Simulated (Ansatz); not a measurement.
# C2H7Ga (SMILES [CH3][GaH][CH3]): B2PLYP/def2-SVP

What is the energy change on altering one bond length of C2H7Ga at B2PLYP/def2-SVP? 

The calculation is run with Ansatz 0.2.0.

47 further runs of the same task are left out: 1 that didn't finish, 46 set aside as unsound or not needed.

### 1 Starting point

C2H7Ga: 10 atoms, total charge 0, spin state singlet. As SMILES, `[CH3][GaH][CH3]`. The coordinates come from a PBE0-D4/def2-TZVP relaxation.

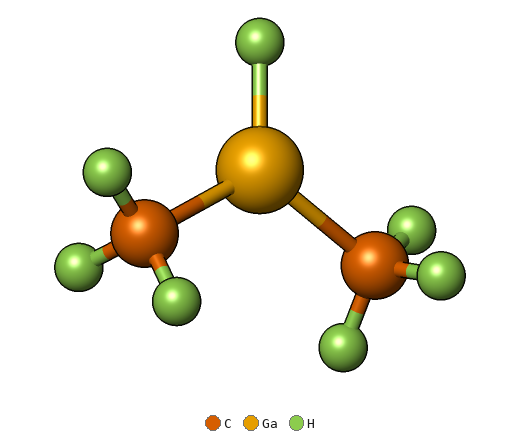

Viewed from a chosen angle; carbon orange, gallium amber, hydrogen green.

### 2 The energy at B2PLYP/def2-SVP

File molecule.yaml:

```yaml
crystal:
  periodic: [false, false, false]
  atoms:
    - symbol: C
      position_ang: [-1.063400, 1.142800, -0.711800]
    - symbol: Ga
      position_ang: [0.649000, 0.266100, -0.281300]
    - symbol: C
      position_ang: [0.681500, -1.321500, 0.886900]
    - symbol: H
      position_ang: [-1.533700, 0.614200, -1.548200]
    - symbol: H
      position_ang: [-0.935400, 2.183800, -1.011500]
    - symbol: H
      position_ang: [-1.759700, 1.095200, 0.128600]
    - symbol: H
      position_ang: [1.997300, 0.836500, -0.872600]
    - symbol: H
      position_ang: [0.687700, -0.994000, 1.932300]
    - symbol: H
      position_ang: [1.569300, -1.935900, 0.730500]
    - symbol: H
      position_ang: [-0.209600, -1.938300, 0.750100]
basis:
  gaussian: {orbitals: def2-SVP}
hamiltonian: {xc: {name: B2PLYP}}
correlation: {frozen_orbitals: {C: 1, Ga: 9, H: 0}}
accuracy: high
output: {orbitals: {seedname: orbitals}}
```

Launch:

```console
$ ansatz run molecule.yaml --threads 1 --pin off --max-ram 3480MiB --events-out events.jsonl --progress --plain --runs-dir runs
```

Log:

```text
Warning: RAYON_NUM_THREADS=1 ignored (pool sized by the plan → 1); use --threads N
Functional definition: B2PLYP
  name "B2PLYP"
  parameter a = 0.53
  parameter c = 0.27
  exchange = (1 - a)*b88_x + a*exact_x
  correlation = (1 - c)*lyp_c + c*(mp2_os + mp2_ss)
2192 factors; integrals over basis functions are off by at most 7.9e-9 eV
mean field evaluation 1: about -54534.3678 eV, gradient 4.9e1 eV
mean field evaluation 2: about -54534.6817 eV, gradient 4.9e1 eV
mean field evaluation 4: about -54540.2124 eV, gradient 3.0e0 eV
mean field evaluation 8: about -54540.2333 eV, gradient 1.7e-1 eV
mean field evaluation 16: about -54540.2333 eV, gradient 4.5e-5 eV
mean field -54540.23334807 eV, -2004.3166068437 hartree, gradient 6.1e-9 eV, S^2 0.000000; 0 other end points of the search recorded, 0 dependent functions left out
11 core orbitals not correlated: weight in the atoms' cores, before any rotation towards them, 1.000 or more for the frozen orbitals, at most 0.000 for the correlated occupied ones
reference -54540.23337535 eV, -2004.3166078460 hartree; 14, 14 occupied and 70, 70 virtual orbitals, 2192 factors
second order -17.10061169 eV of doubles, -0.00000000 eV of singles
Total energy: -54544.85054050 eV, -2004.4862855359 hartree
```

Run time: 14 s. Hardware: 1 thread of Arm Neoverse V1, shared host; peak memory 0.34 GiB.

### 3 The distorted shape

File input.yaml:

```yaml
crystal:
  periodic: [false, false, false]
  atoms:
    - {symbol: C, position_ang: [-0.828242, 1.407109, -0.293585]}
    - {symbol: Ga, position_ang: [0.884158, 0.530409, 0.136915]}
    - {symbol: C, position_ang: [0.916658, -1.057191, 1.305115]}
    - {symbol: H, position_ang: [-1.533700, 0.614200, -1.548200]}
    - {symbol: H, position_ang: [-0.700242, 2.448109, -0.593285]}
    - {symbol: H, position_ang: [-1.524542, 1.359509, 0.546815]}
    - {symbol: H, position_ang: [2.232458, 1.100809, -0.454385]}
    - {symbol: H, position_ang: [0.922858, -0.729691, 2.350515]}
    - {symbol: H, position_ang: [1.804458, -1.671591, 1.148715]}
    - {symbol: H, position_ang: [0.025558, -1.673991, 1.168315]}
basis:
  gaussian: {orbitals: def2-SVP}
hamiltonian: {xc: {name: B2PLYP}}
correlation: {frozen_orbitals: {C: 1, Ga: 9, H: 0}}
accuracy: high
output: {orbitals: {seedname: orbitals}}
```

Launch:

```console
$ ansatz run input.yaml --threads 1 --pin off --max-ram 3480MiB --events-out events.jsonl --progress --plain --runs-dir runs
```

Log, shortened:

```text
Warning: RAYON_NUM_THREADS=1 ignored (pool sized by the plan → 1); use --threads N
[... 2 set-up lines as earlier in the session ...]
[...]
2186 factors; integrals over basis functions are off by at most 7.9e-9 eV
[...]
mean field -54538.17501081 eV, -2004.2409643445 hartree, gradient 7.6e-8 eV, S^2 0.000000; 0 other end points of the search recorded, 0 dependent functions left out
11 core orbitals not correlated: weight in the atoms' cores, before any rotation towards them, 1.000 or more for the frozen orbitals, at most 0.000 for the correlated occupied ones
reference -54538.17503839 eV, -2004.2409653582 hartree; 14, 14 occupied and 70, 70 virtual orbitals, 2186 factors
second order -17.40176760 eV of doubles, -0.00000000 eV of singles
Total energy: -54542.87351565 eV, -2004.4136312125 hartree
```

Wall time 13 s (1 thread of Arm Neoverse V1, shared host); peak memory 0.34 GiB.

### 4 Results

At B2PLYP/def2-SVP, 11 core orbitals frozen:

| quantity | value |
| --- | --- |
| first shape: total energy | -2004.48629 Eh |
| first shape: HOMO energy (SCF part's orbitals) | -8.68 eV |
| first shape: LUMO energy (SCF part's orbitals) | 0.12 eV |
| first shape: HOMO–LUMO gap (SCF part's orbitals) | 8.80 eV |
| distorted shape: total energy | -2004.41363 Eh |
| distorted shape: HOMO energy (SCF part's orbitals) | -8.76 eV |
| distorted shape: LUMO energy (SCF part's orbitals) | -0.17 eV |
| distorted shape: HOMO–LUMO gap (SCF part's orbitals) | 8.59 eV |
| energy change with the C1–H4 bond stretched from 1.096 to 1.643 Å | 1.977 eV |

With the C1–H4 bond stretched from 1.096 to 1.643 Å the energy rises by 1.98 eV (46 kcal/mol). The first shape isn't relaxed at this level, so the change isn't measured from a minimum.
